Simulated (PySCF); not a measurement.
# C5HBrN2: the cost of one run

Programs: PySCF 2.14.0, with routines of our own; each step states its level. All values are computed. Atoms count from 0.

## (1) The system as given

9 atoms, charge 0, multiplicity 1; geometry from: GFN2-xTB.

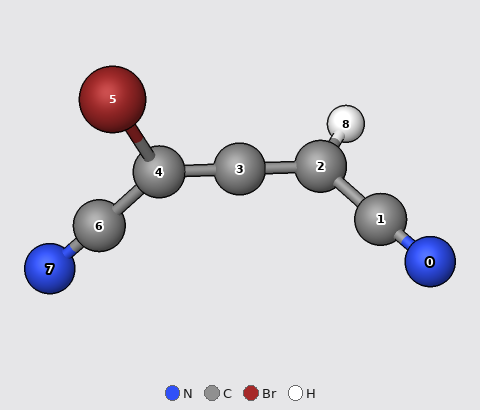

The starting geometry (nitrogen blue, carbon grey, bromine red, hydrogen white).

## (2) Relaxing the molecule at PBE0-D3(BJ)/def2-SVP

Job settings and geometry (Å):

```
{"job": {"xc": "PBE0", "basis": "def2-SVP", "d3": "d3bj", "grid": 2, "kind": "geom"}, "charge": 0, "multiplicity": 1}
N     -2.757002     1.814724     0.365767
C     -2.124478     0.897869     0.104581
C     -1.362642    -0.248087    -0.221845
C     -0.085787    -0.322822     0.024484
C      1.185781    -0.382532     0.299785
Br     1.819642    -1.087288     1.987006
C      2.201676     0.031174    -0.587799
N      3.039940     0.357843    -1.294551
H     -1.903568    -1.054887    -0.702607
```

The run is started by

```
$ OMP_NUM_THREADS=1 python excited_run.py task.json out
```

This one command runs all jobs of the session in turn.

**Question.** How long does this first job take on 1 thread of AMD EPYC 7R43, shared host, and how much memory does it need?

About 44 s, with a peak of 0.72 GiB.
